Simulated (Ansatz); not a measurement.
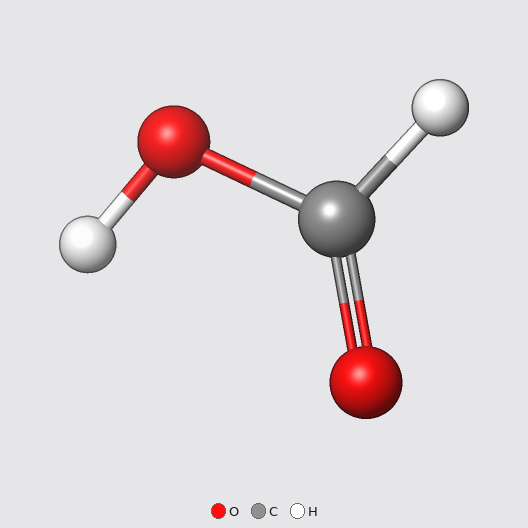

The computed structure is the end point of a PBE-D4/def2-SVP optimisation. No frequency run is at hand to confirm it as a minimum.

Draw it as a skeletal formula.

SMILES: O=CO

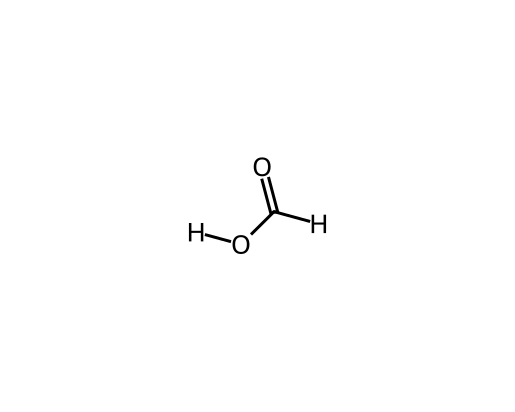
